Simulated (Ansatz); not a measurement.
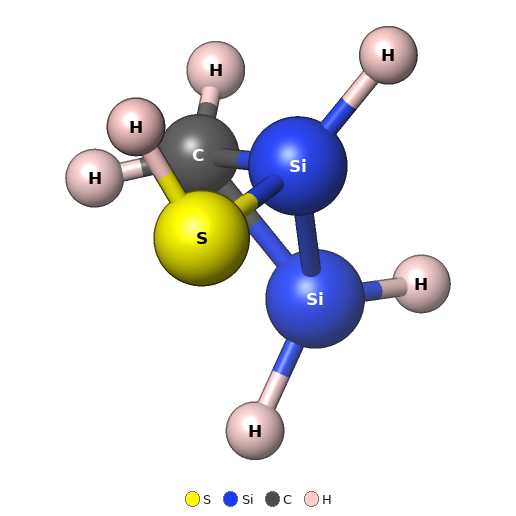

Rendered structure (ball-and-stick style). Every bond is drawn as one stick, whatever its order.

The computed structure is the end point of a PBE0-D4/def2-TZVP optimisation.

Describe the molecule.

Formula CH₆SSi₂. SMILES: `S[Si@@H]1C[SiH2]1`. Independent rings (smallest set): 1 of 3 members. Among its groups: Si–H bond. This geometry has C1 symmetry. Coordination, clear cases only: 1 S bent.

More results for the same structure follow; atom numbers are the same in all pictures, views and colours differ.

## Geometry

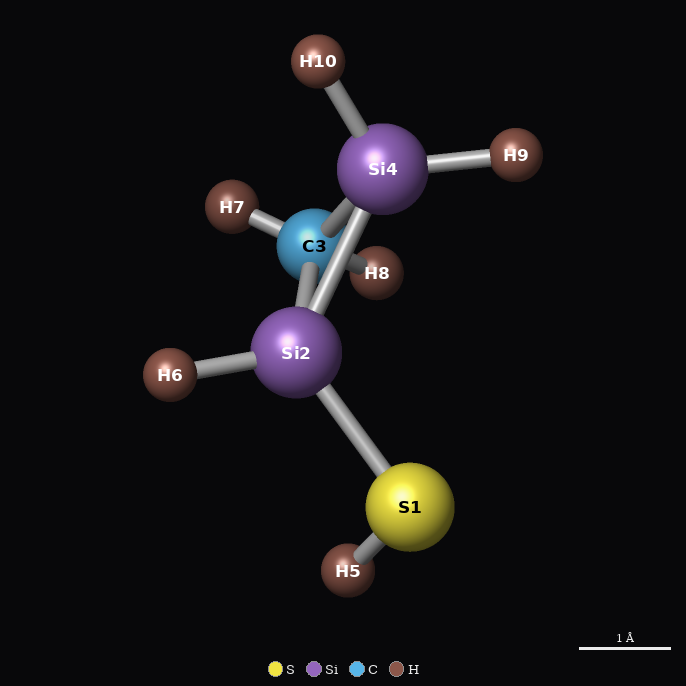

Numbered structure.

List the bonds and their lengths.

| bond | length (Å) | order |
| --- | --- | --- |
| S1–Si2 | 2.126 | single |
| S1–H5 | 1.346 | single |
| Si2–C3 | 1.892 | single |
| Si2–Si4 | 2.244 | single |
| Si2–H6 | 1.482 | single |
| C3–Si4 | 1.901 | single |
| C3–H7 | 1.089 | single |
| C3–H8 | 1.088 | single |
| Si4–H9 | 1.481 | single |
| Si4–H10 | 1.482 | single |

## Vibrations

Harmonic vibrations computed with RKS PBE0-D4/def2-TZVP (Ansatz 0.2.0) at a stationary point of the same level.

> How many vibrational modes are there, and where do they lie?

24 modes: 102, 157, 213, 367, 429, 447, 499, 541, 611, 647, 666, 736, 787, 800, 874, 901, 917, 1354, 2232, 2238, 2261, 2688, 3114, 3193 cm⁻¹.

## Electronic properties

Level of theory: RKS r2SCAN0-D4/def2-TZVPP (Ansatz 0.2.0).

What does the calculation give?

- HOMO energy (Kohn–Sham orbital): −6.95 eV
- LUMO energy (Kohn–Sham orbital): −0.15 eV
- HOMO–LUMO gap: 6.79 eV
- dispersion correction: −7.2 kJ/mol

## Dipole moment

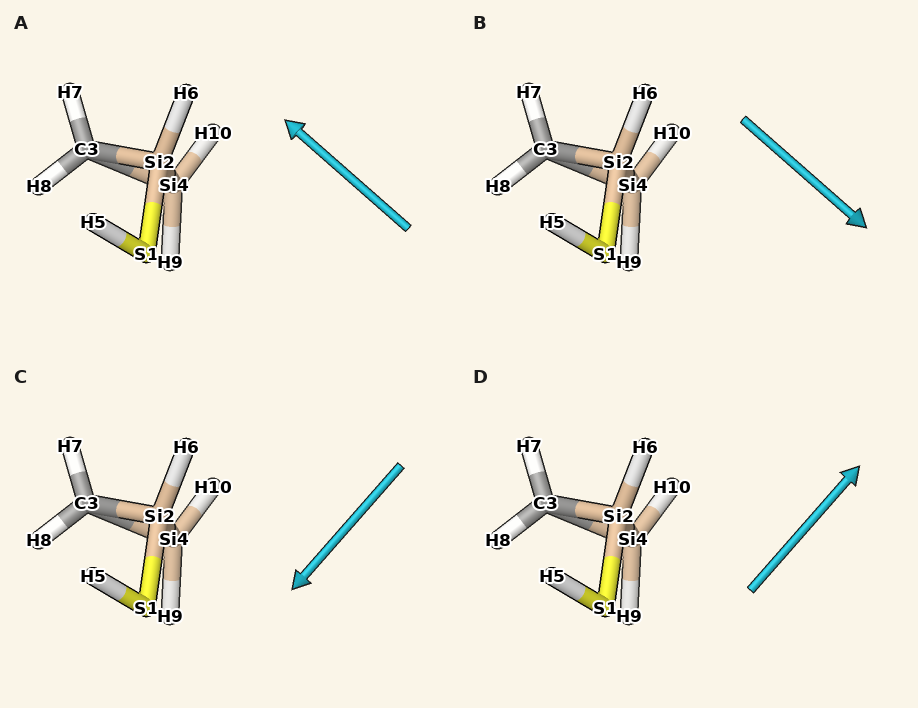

The same molecule four times, each with an arrow. Level of theory: RKS PBE-D4/def2-TZVPP (Ansatz 0.2.0).

> Which arrow points along the dipole moment, from the negative to the positive end?

A. The dipole moment is 1.32 D; it points from the side of S1, H9 to the side of H7 (the outermost atoms at the two ends).
